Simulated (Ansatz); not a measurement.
# U-wB97X/STO-3G run of O2 (oxygen)

What is the vertical electron affinity of O2 (oxygen) at U-wB97X/STO-3G? 

The calculation is run with Ansatz 0.2.0.

## Step 1: Starting point

The species is O2 (2 atoms), typed as a triplet with charge 0. SMILES: `O=O`. Geometry: relaxed at PBE0-D4/def2-TZVP.

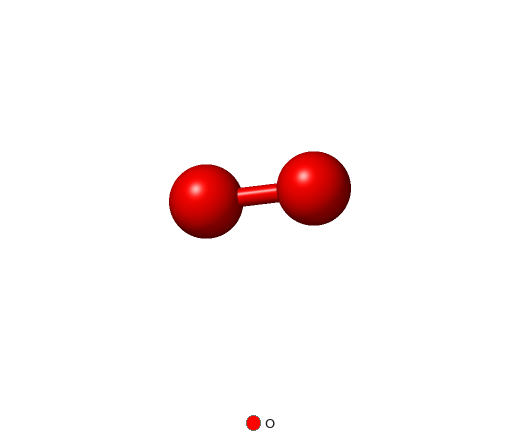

The structure, seen from a chosen angle (oxygen red).

## Step 2: The energy at U-wB97X/STO-3G

The input, run.yaml:

```yaml
crystal:
  periodic: [false, false, false]
  atoms:
    - {symbol: O, position_ang: [0.509550, -0.164850, 0.262450]}
    - {symbol: O, position_ang: [-0.509550, 0.164850, -0.262450]}
basis:
  gaussian:
    orbitals: STO-3G
magnetization:
  spin_polarized: true
  initial_magnetization: 2
hamiltonian:
  xc: {name: wB97X}
accuracy: high
```

The run is started by

```sh
$ ansatz run run.yaml --threads 1 --pin off --max-ram 3480MiB --events-out events.jsonl --progress --plain --runs-dir runs
```

Output:

```text
Warning: RAYON_NUM_THREADS=1 ignored (pool sized by the plan → 1); use --threads N
Functional definition: wB97X
  name "wB97X"
  parameter omega = 0.3/bohr
  parameter cx = 0.157706
  parameter cx1 = 0.726479
  parameter cx2 = 1.04760
  parameter cx3 = -5.70635
  parameter cx4 = 13.2794
  parameter css1 = -4.33879
  parameter css2 = 18.2308
  parameter css3 = -31.7430
  parameter css4 = 17.2901
  parameter cos1 = 2.37031
  parameter cos2 = -11.3995
  parameter cos3 = 6.58405
  parameter cos4 = -3.78132
  exchange = spin_sum(e_x_unif_sr(omega)*poly(b97_u_x, 1 - cx, cx1, cx2, cx3, cx4)) + cx*exact_x_sr(omega)
      + exact_x_lr(omega)
  correlation = spin_sum(e_c_pw_same_spin*poly(b97_u_same, 1, css1, css2, css3, css4))
      + integral(e_c_pw_opposite_spin*poly(b97_u_opposite, 1, cos1, cos2, cos3, cos4))
149 factors; integrals over basis functions are off by at most 4.0e-8 eV
81 factors; integrals over basis functions are off by at most 5.1e-10 eV
mean field evaluation 1: about -4034.2000 eV, gradient 6.4e0 eV
mean field evaluation 2: about -4034.4658 eV, gradient 6.9e-1 eV
mean field evaluation 4: about -4034.4695 eV, gradient 1.6e-1 eV
mean field evaluation 8: about -4034.4697 eV, gradient 9.2e-5 eV
mean field -4034.46966903 eV, -148.2640256751 hartree, gradient 2.9e-9 eV, S^2 2.000685; 0 other end points of the search recorded, 0 dependent functions left out
reference -4034.46966863 eV, -148.2640256604 hartree; 9, 7 occupied and 1, 3 virtual orbitals, 149 factors
Total energy: -4034.46966863 eV, -148.2640256604 hartree
```

Wall time 2.5 s (1 thread of Arm Neoverse V1, shared host); peak memory 0.21 GiB.

## Step 3: The doublet anion at the same level

The input, molecule.yaml:

```yaml
basis:
  gaussian: {orbitals: STO-3G}
crystal:
  periodic: [false, false, false]
  atoms:
    - symbol: O
      position_ang: [0.509550, -0.164850, 0.262450]
    - symbol: O
      position_ang: [-0.509550, 0.164850, -0.262450]
total_charge: -1
magnetization: {spin_polarized: true, initial_magnetization: 1}
hamiltonian: {xc: {name: wB97X}}
accuracy: high
```

The run is started by

```sh
$ ansatz run molecule.yaml --threads 1 --pin off --max-ram 3480MiB --events-out events.jsonl --progress --plain --runs-dir runs
```

Output, shortened:

```text
Warning: RAYON_NUM_THREADS=1 ignored (pool sized by the plan → 1); use --threads N
Functional definition: wB97X
  name "wB97X"
[...]
      + exact_x_lr(omega)
[...]
      + integral(e_c_pw_opposite_spin*poly(b97_u_opposite, 1, cos1, cos2, cos3, cos4))
149 factors; integrals over basis functions are off by at most 4.0e-8 eV
81 factors; integrals over basis functions are off by at most 5.1e-10 eV
[...]
mean field -4026.97107354 eV, -147.9884573734 hartree, gradient 2.3e-8 eV, S^2 0.750151; 0 other end points of the search recorded, 0 dependent functions left out
reference -4026.97107312 eV, -147.9884573581 hartree; 9, 8 occupied and 1, 2 virtual orbitals, 149 factors
Total energy: -4026.97107312 eV, -147.9884573581 hartree
```

Run time: 2.8 s. Hardware: 1 thread of Arm Neoverse V1, shared host; peak memory 0.21 GiB.

## Step 4: Outcome

Level: U-wB97X/STO-3G.

| quantity | value |
| --- | --- |
| triplet O2: total energy | -148.26403 Eh |
| triplet O2: ⟨S²⟩ | 2.001 |
| doublet anion: total energy | -147.98846 Eh |
| doublet anion: ⟨S²⟩ | 0.750 |
| vertical electron affinity (to the doublet anion) | -7.499 eV |

**Reading.** The anion lies 7.50 eV (724 kJ/mol) above the neutral: the electron isn't bound at this level, and such a value depends on the basis. Without diffuse functions anions come out too high.
